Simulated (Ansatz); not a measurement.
# BH2+ (triplet): wave-function methods side by side at scale of all distances = 0.885, aug-cc-pVTZ

How much of the correlation energy of BH2+ (triplet) does each wave-function method recover here?

Program: Ansatz 0.2.0, Gaussian basis. Level of theory: aug-cc-pVTZ, core rule «outside noble gas», up to 1 orbitals frozen. These are calculated values, not measurements.

To be run: UHF; CCSD(T) on ROHF; CCSD(T) on UHF; BCCD(T) on ROHF; CCSDT(Q) on ROHF; CCSDT(Q) on UHF; CASSCF and NEVPT2, 4 electrons in 6 orbitals; Full CI.

15 further runs of the same task are left out: 11 that didn't finish, 4 set aside as unsound or not needed.

**1. The geometry**

The geometry derives from a PBE0/def2-TZVP stationary point (not a proven minimum). All distances are scaled together.

3 atoms, charge 1, spin multiplicity 3.

Atoms are counted from 1 here; the program's logs count them from 0.

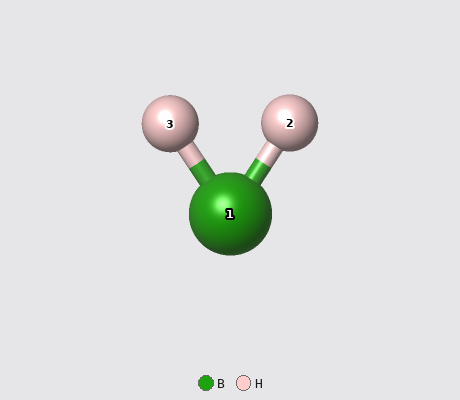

The structure; boron green, hydrogen pink; atoms are numbered from 1 in the order of the file.

Geometry (Å):

```xyz
3

B     0.0000    0.0000   -0.1499
H     0.0000    0.6288    0.8039
H     0.0000   -0.6288    0.8039
```

In the tables R marks a restricted open-shell determinant and U an unrestricted one; 'valence' is the active space of 4 electrons in 6 orbitals; energies count from the table's Hartree-Fock row.

**2. UHF**

File in.yaml:

```yaml
crystal:
  periodic: [false, false, false]
  atoms:
    - {symbol: B, position_ang: [0.000000, 0.000000, -0.149897]}
    - {symbol: H, position_ang: [0.000000, 0.628842, 0.803887]}
    - {symbol: H, position_ang: [0.000000, -0.628842, 0.803887]}
basis:
  gaussian: {orbitals: aug-cc-pVTZ}
total_charge: 1
magnetization: {spin_polarized: true, initial_magnetization: 2}
hamiltonian: {xc: hf}
output: {orbitals: {seedname: orbitals}}
```

On the command line:

```sh
$ ansatz run in.yaml --threads 1 --pin off --events-out ev --progress --plain --max-ram 2393MiB
```

The log of the run:

```text
Functional definition: HF
  name "HF"
  cite "Fock, Z. Phys. 61, 126 (1930) doi:10.1007/BF01340294"
  parent pbe
  exchange = exact_x
  correlation = 0
404 factors; their error is unknown
mean field evaluation 1: about -688.4747 eV, gradient 8.3e0 eV
mean field evaluation 2: about -689.0854 eV, gradient 2.9e0 eV
mean field evaluation 4: about -689.2143 eV, gradient 2.4e-1 eV
mean field evaluation 8: about -689.2200 eV, gradient 1.4e-4 eV
mean field -689.22001230 eV, -25.3283682819 hartree, gradient 9.1e-6 eV, S^2 2.005912; 0 other end points of the search recorded, 0 dependent functions left out
reference -689.22001230 eV, -25.3283682819 hartree; 4, 2 occupied and 88, 90 virtual orbitals, 404 factors
Total energy: -689.22001230 eV, -25.3283682819 hartree
```

Wall time 0.21 s (1 thread of Arm Neoverse V1, shared host).

From the report: ⟨S²⟩ of the determinant 2.006 (pure triplet: 2.00).

**3. CCSD(T) on ROHF**

Changes to in.yaml since step 2:

```diff
@@ -9,4 +9,3 @@
 total_charge: 1
-magnetization: {spin_polarized: true, initial_magnetization: 2}
-hamiltonian: {xc: hf}
-output: {orbitals: {seedname: orbitals}}
+magnetization: {spin_polarized: false, initial_magnetization: 2}
+correlation: {method: ccsd_t, electrons: outside_noble_gas}
```

Same command.

The log of the run (excerpt; [...] marks lines left out):

```text
Functional definition: HF
  name "HF"
  cite "Fock, Z. Phys. 61, 126 (1930) doi:10.1007/BF01340294"
  parent pbe
[...]
517 factors; integrals over basis functions are off by at most 9.3e-4 eV
[...]
mean field -689.12938938 eV, -25.3250379511 hartree, gradient 4.2e-6 eV, S^2 2.000000; 1 other end points of the search recorded, 0 dependent functions left out
determinant -689.12938938 eV, -25.3250379511 hartree, with singles and doubles -691.09449271 eV, -25.3972541664 hartree
determinant -685.74857171 eV, -25.2007951933 hartree, with singles and doubles -687.97218740 eV, -25.2825115625 hartree
1 core orbitals not correlated: weight in the atoms' cores, before any rotation towards them, 1.000 or more for the frozen orbitals, at most 0.000 for the correlated occupied ones
reference -689.12938938 eV, -25.3250379511 hartree; 3, 1 occupied and 88, 90 virtual orbitals, 517 factors
second order -1.49369638 eV of doubles, -0.05970340 eV of singles
cycle   1  -1.90361370 eV  change   -1.8e-1 eV  update   1.4e-2
[...]
cycle   8  -1.91420829 eV  change    3.8e-7 eV  update   2.3e-6
perturbative correction -0.03519357 eV, -0.0012933398 hartree
Total energy: -691.07879124 eV, -25.3966771482 hartree
```

Run time: 2.4 s. Hardware: 1 thread of Arm Neoverse V1, shared host; peak memory 0.37 GiB.

From the report: correlation -1.9494 eV; T1 0.018; largest double amplitude 0.04.

**4. CCSD(T) on UHF**

Changes to in.yaml since step 3:

```diff
@@ -9,3 +9,3 @@
 total_charge: 1
-magnetization: {spin_polarized: false, initial_magnetization: 2}
+magnetization: {spin_polarized: true, initial_magnetization: 2}
 correlation: {method: ccsd_t, electrons: outside_noble_gas}
```

Launched as before.

The log of the run (excerpt; [...] marks lines left out):

```text
Functional definition: HF
  name "HF"
  cite "Fock, Z. Phys. 61, 126 (1930) doi:10.1007/BF01340294"
  parent pbe
[...]
517 factors; integrals over basis functions are off by at most 9.3e-4 eV
[...]
mean field -689.22002392 eV, -25.3283687090 hartree, gradient 1.6e-6 eV, S^2 2.005912; 1 other end points of the search recorded, 0 dependent functions left out
determinant -689.22002392 eV, -25.3283687090 hartree, with singles and doubles -691.09126440 eV, -25.3971355283 hartree
determinant -685.92336534 eV, -25.2072187406 hartree, with singles and doubles -687.95345262 eV, -25.2818230721 hartree
1 core orbitals not correlated: weight in the atoms' cores, before any rotation towards them, 1.000 or more for the frozen orbitals, at most 0.000 for the correlated occupied ones
reference -689.22002392 eV, -25.3283687090 hartree; 3, 1 occupied and 88, 90 virtual orbitals, 517 factors
second order -1.45460778 eV of doubles, -0.00000000 eV of singles
cycle   1  -1.81578780 eV  change   -1.8e-1 eV  update   1.4e-2
[...]
cycle   8  -1.82584245 eV  change    9.1e-7 eV  update   2.0e-6
perturbative correction -0.03348019 eV, -0.0012303742 hartree
Total energy: -691.07934656 eV, -25.3966975557 hartree
```

Run time: 2.3 s. Hardware: 1 thread of Arm Neoverse V1, shared host; peak memory 0.37 GiB.

From the report: ⟨S²⟩ of the determinant 2.006 (pure triplet: 2.00); correlation -1.8593 eV; T1 0.012; largest double amplitude 0.04.

**5. BCCD(T) on ROHF**

Changes to in.yaml since step 4:

```diff
@@ -9,3 +9,3 @@
 total_charge: 1
-magnetization: {spin_polarized: true, initial_magnetization: 2}
-correlation: {method: ccsd_t, electrons: outside_noble_gas}
+magnetization: {spin_polarized: false, initial_magnetization: 2}
+correlation: {method: bccd_t, electrons: outside_noble_gas}
```

The command is unchanged.

The log of the run (excerpt; [...] marks lines left out):

```text
Functional definition: HF
  name "HF"
  cite "Fock, Z. Phys. 61, 126 (1930) doi:10.1007/BF01340294"
  parent pbe
[...]
517 factors; integrals over basis functions are off by at most 9.3e-4 eV
[...]
mean field -689.12938938 eV, -25.3250379511 hartree, gradient 4.2e-6 eV, S^2 2.000000; 1 other end points of the search recorded, 0 dependent functions left out
determinant -689.12938938 eV, -25.3250379511 hartree, with singles and doubles -691.09449271 eV, -25.3972541664 hartree
determinant -685.74857171 eV, -25.2007951933 hartree, with singles and doubles -687.97218740 eV, -25.2825115625 hartree
1 core orbitals not correlated: weight in the atoms' cores, before any rotation towards them, 1.000 or more for the frozen orbitals, at most 0.000 for the correlated occupied ones
reference -689.12938938 eV, -25.3250379511 hartree; 3, 1 occupied and 88, 90 virtual orbitals, 517 factors
second order -1.49369638 eV of doubles, -0.05970340 eV of singles
cycle   1  -1.90692183 eV  change   -1.9e-1 eV  update   1.4e-2
[...]
cycle   8  -1.91504213 eV  change    6.1e-7 eV  update   2.6e-6
perturbative correction -0.03440998 eV, -0.0012645433 hartree
Total energy: -691.07884148 eV, -25.3966789944 hartree
```

Wall time 3.1 s (1 thread of Arm Neoverse V1, shared host); peak memory 0.48 GiB.

From the report: correlation -1.9495 eV; largest double amplitude 0.04.

**6. CCSDT(Q) on ROHF**

Changes to in.yaml since step 5:

```diff
@@ -10,2 +10,2 @@
 magnetization: {spin_polarized: false, initial_magnetization: 2}
-correlation: {method: bccd_t, electrons: outside_noble_gas}
+correlation: {method: ccsdt_q, electrons: outside_noble_gas}
```

Launched as before.

The log of the run (excerpt; [...] marks lines left out):

```text
Functional definition: HF
  name "HF"
  cite "Fock, Z. Phys. 61, 126 (1930) doi:10.1007/BF01340294"
  parent pbe
[...]
1055 factors; integrals over basis functions are off by at most 1.9e-7 eV
[...]
mean field -689.12939070 eV, -25.3250379996 hartree, gradient 2.6e-6 eV, S^2 2.000000; 1 other end points of the search recorded, 0 dependent functions left out
determinant -689.12939070 eV, -25.3250379996 hartree, with singles and doubles -691.09449990 eV, -25.3972544305 hartree
determinant -685.74857345 eV, -25.2007952570 hartree, with singles and doubles -687.97219240 eV, -25.2825117465 hartree
1 core orbitals not correlated: weight in the atoms' cores, before any rotation towards them, 1.000 or more for the frozen orbitals, at most 0.000 for the correlated occupied ones
reference -689.12939070 eV, -25.3250379996 hartree; 3, 1 occupied and 88, 90 virtual orbitals, 1055 factors
second order -1.49370283 eV of doubles, -0.05970345 eV of singles
cycle   1  -1.80527729 eV  change   -2.5e-1 eV  update   3.7e-2
[...]
cycle  11  -1.95795501 eV  change    3.3e-8 eV  update   4.1e-7
perturbative correction -0.00027137 eV, -0.0000099726 hartree
Total energy: -691.08761708 eV, -25.3970014916 hartree
```

It took 65 s on 1 thread of Arm Neoverse V1, shared host; peak memory 1.2 GiB.

From the report: correlation -1.9582 eV; T1 0.018; largest double amplitude 0.04.

**7. CCSDT(Q) on UHF**

Changes to in.yaml since step 6:

```diff
@@ -9,3 +9,3 @@
 total_charge: 1
-magnetization: {spin_polarized: false, initial_magnetization: 2}
+magnetization: {spin_polarized: true, initial_magnetization: 2}
 correlation: {method: ccsdt_q, electrons: outside_noble_gas}
```

Launched as before.

The log of the run (excerpt; [...] marks lines left out):

```text
Functional definition: HF
  name "HF"
  cite "Fock, Z. Phys. 61, 126 (1930) doi:10.1007/BF01340294"
  parent pbe
[...]
1055 factors; integrals over basis functions are off by at most 1.9e-7 eV
[...]
mean field -689.22002535 eV, -25.3283687613 hartree, gradient 1.2e-6 eV, S^2 2.005912; 1 other end points of the search recorded, 0 dependent functions left out
determinant -689.22002535 eV, -25.3283687613 hartree, with singles and doubles -691.09127126 eV, -25.3971357801 hartree
determinant -685.92336710 eV, -25.2072188054 hartree, with singles and doubles -687.95345755 eV, -25.2818232532 hartree
1 core orbitals not correlated: weight in the atoms' cores, before any rotation towards them, 1.000 or more for the frozen orbitals, at most 0.000 for the correlated occupied ones
reference -689.22002535 eV, -25.3283687613 hartree; 3, 1 occupied and 88, 90 virtual orbitals, 1055 factors
second order -1.45461405 eV of doubles, -0.00000000 eV of singles
cycle   1  -1.70777692 eV  change   -2.5e-1 eV  update   3.8e-2
[...]
cycle  11  -1.86783302 eV  change    3.8e-8 eV  update   4.3e-7
perturbative correction -0.00025819 eV, -0.0000094883 hartree
Total energy: -691.08811655 eV, -25.3970198469 hartree
```

Wall time 65 s (1 thread of Arm Neoverse V1, shared host); peak memory 1.2 GiB.

From the report: ⟨S²⟩ of the determinant 2.006 (pure triplet: 2.00); correlation -1.8681 eV; T1 0.012; largest double amplitude 0.04.

**8. CASSCF and NEVPT2, 4 electrons in 6 orbitals**

Changes to in.yaml since step 7:

```diff
@@ -9,3 +9,3 @@
 total_charge: 1
-magnetization: {spin_polarized: true, initial_magnetization: 2}
-correlation: {method: ccsdt_q, electrons: outside_noble_gas}
+magnetization: {spin_polarized: false, initial_magnetization: 2}
+correlation: {method: sc_nevpt2, electrons: outside_noble_gas, active_space: {window: {electrons: 4, orbitals: 6}, shells: [{species: B, l: s, shell: 2}, {species: B, l: p, shell: 2}, {species: H, l: s, shell: 1}]}}
```

The command is unchanged.

The log of the run:

```text
Functional definition: HF
  name "HF"
  cite "Fock, Z. Phys. 61, 126 (1930) doi:10.1007/BF01340294"
  parent pbe
  exchange = exact_x
  correlation = 0
1055 factors; integrals over basis functions are off by at most 1.9e-7 eV
mean field evaluation 1: about -688.3736 eV, gradient 8.3e0 eV
mean field evaluation 2: about -688.3739 eV, gradient 8.3e0 eV
mean field evaluation 4: about -689.1259 eV, gradient 5.5e-1 eV
mean field evaluation 8: about -689.1294 eV, gradient 5.2e-4 eV
mean field -689.12939070 eV, -25.3250379996 hartree, gradient 2.6e-6 eV, S^2 2.000000; 0 other end points of the search recorded, 0 dependent functions left out
reference -689.12939070 eV, -25.3250379996 hartree; 4, 2 occupied and 88, 90 virtual orbitals, 1055 factors
state -689.95489873 eV, -25.3553748601 hartree
state -689.95489873 eV, -25.3553748601 hartree; corrected -690.82326358 eV, -25.3872866796 hartree
Total energy: -690.82326358 eV, -25.3872866796 hartree
Checks for a lower state left out: starts, orbital_swaps
```

Wall time 1.9 s (1 thread of Arm Neoverse V1, shared host).

From the report: 60 determinants; active occupations 1.97, 1.00, 1.00, 0.02, 0.01, 0.01.

**9. Full CI**

File in.yaml:

```yaml
crystal:
  periodic: [false, false, false]
  atoms:
    - {symbol: B, position_ang: [0.000000, 0.000000, -0.149897]}
    - {symbol: H, position_ang: [0.000000, 0.628842, 0.803887]}
    - {symbol: H, position_ang: [0.000000, -0.628842, 0.803887]}
basis:
  gaussian: {orbitals: aug-cc-pVTZ}
total_charge: 1
magnetization: {spin_polarized: false, initial_magnetization: 2}
correlation: {method: fci, electrons: outside_noble_gas}
```

The command is unchanged.

The log of the run:

```text
Functional definition: HF
  name "HF"
  cite "Fock, Z. Phys. 61, 126 (1930) doi:10.1007/BF01340294"
  parent pbe
  exchange = exact_x
  correlation = 0
1055 factors; integrals over basis functions are off by at most 1.9e-7 eV
mean field evaluation 1: about -688.3736 eV, gradient 8.3e0 eV
mean field evaluation 2: about -688.3739 eV, gradient 8.3e0 eV
mean field evaluation 4: about -689.1259 eV, gradient 5.5e-1 eV
mean field evaluation 8: about -689.1294 eV, gradient 5.2e-4 eV
mean field -689.12939070 eV, -25.3250379996 hartree, gradient 2.6e-6 eV, S^2 2.000000; 0 other end points of the search recorded, 0 dependent functions left out
mean field evaluation 16: about -689.2191 eV, gradient 2.4e-1 eV
1 core orbitals not correlated: weight in the atoms' cores, before any rotation towards them, 1.000 or more for the frozen orbitals, at most 0.000 for the correlated occupied ones
reference -689.12939070 eV, -25.3250379996 hartree; 3, 1 occupied and 88, 90 virtual orbitals, 1055 factors
state -691.08755668 eV, -25.3969992721 hartree
Total energy: -691.08755668 eV, -25.3969992721 hartree
```

It took 63 s on 1 thread of Arm Neoverse V1, shared host; peak memory 0.77 GiB.

From the report: 4,238,676 determinants, symmetry B2.

**10. How many determinants matter**

Natural occupations of the FCI state about the gap (report; correlated orbitals 1 to 10): 1.955, 0.994, 0.989, 0.015, 0.013, 0.009, 0.007, 0.003, 0.003, 0.003. The count of effectively unpaired electrons, Σ n²(2 − n)², is 2.01; a single determinant of this spin has 2.

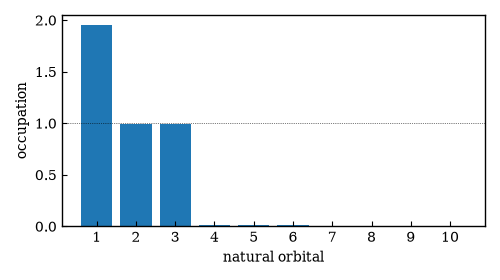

Natural occupations of the FCI state.

**11. The ladder**

The yardstick is full CI for this spin, exact in this basis with these frozen cores. Rows without a time come out of other runs: HF, MP2 and CCSD of CCSD(T), CCSDT of CCSDT(Q), CASSCF and MRCISD of the multireference runs.

Differences are taken before rounding.

| method | energy from the lowest RHF (kcal/mol) | from FCI (kcal/mol) | time |
| --- | --- | --- | --- |
| RHF | 0.00 | +45.16 |  |
| UHF | -2.09 | +43.07 |  |
| RMP2 | -35.82 | +9.33 |  |
| UMP2 | -35.63 | +9.52 |  |
| RCCSD | -44.14 | +1.01 |  |
| UCCSD | -44.20 | +0.96 |  |
| RCCSD(T) | -44.95 | +0.20 | 2.4 s |
| UCCSD(T) | -44.97 | +0.19 | 2.3 s |
| BCCD(T) | -44.96 | +0.20 | 3.1 s |
| RCCSDT | -45.15 | 0.00 |  |
| UCCSDT | -45.16 | -0.01 |  |
| RCCSDT(Q) | -45.16 | 0.00 | 65 s |
| UCCSDT(Q) | -45.17 | -0.01 | 65 s |
| CASSCF valence | -19.04 | +26.12 |  |
| NEVPT2 valence | -39.06 | +6.09 | 1.9 s |
| FCI | -45.16 | 0 | 63 s |

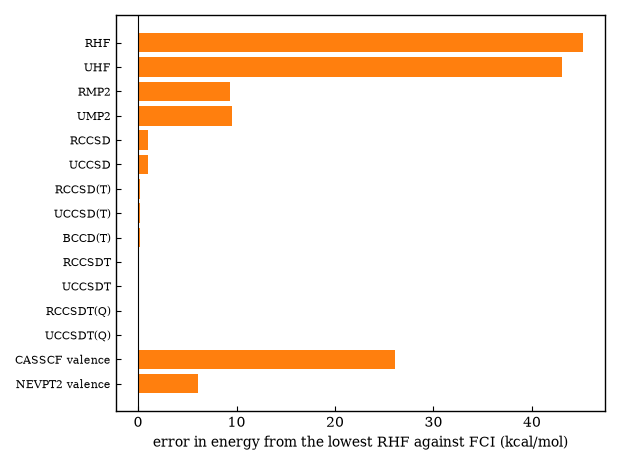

Deviations from FCI, method by method.

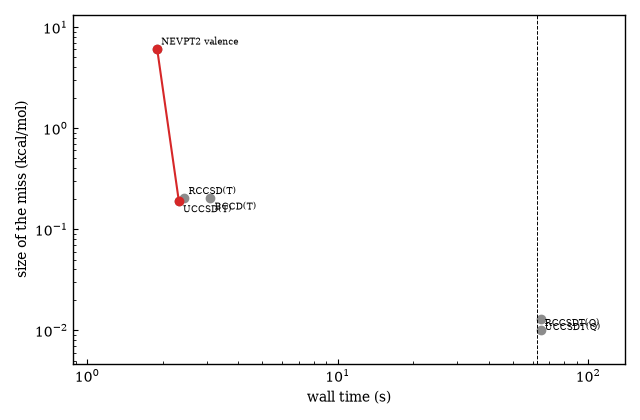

Miss against cost. Red marks the levels that no quicker level drawn beats (of those quicker than the yardstick), and the dashed line is the time of FCI. Misses under 0.01 kcal/mol are drawn at that value. Times are from a shared host.

**12. What came out**

| quantity | value |
| --- | --- |
| FCI below the RHF energy | -1.9582 eV |
| RMP2 from FCI | +9.33 kcal/mol |
| UMP2 from FCI | +9.52 kcal/mol |
| RCCSD from FCI | +1.01 kcal/mol |
| RCCSD(T) from FCI | +0.20 kcal/mol |
| UCCSD(T) from FCI | +0.19 kcal/mol |
| RCCSDT(Q) from FCI | 0.00 kcal/mol |
| UCCSDT(Q) from FCI | -0.01 kcal/mol |
| NEVPT2 valence from FCI | +6.09 kcal/mol |
| levels within 1 kcal/mol (43 meV) | UCCSD, RCCSD(T), UCCSD(T), BCCD(T), RCCSDT, UCCSDT, RCCSDT(Q), UCCSDT(Q) |
| T1 diagnostic | 0.018 |
| effectively unpaired electrons | 2.01 |

In words: RCCSD(T) lands +0.20 kcal/mol from the yardstick (0.4 % of the correlation energy). One determinant dominates. These misses are within one basis, not against nature; the frozen cores of restricted and unrestricted runs differ, which can shift their rows.

For cost: UCCSD(T) gets within 0.19 kcal/mol in 2.3 s, where FCI took 63 s; the quickest level in the cost chart, NEVPT2 valence, takes 1.9 s and misses by 6.09 kcal/mol.
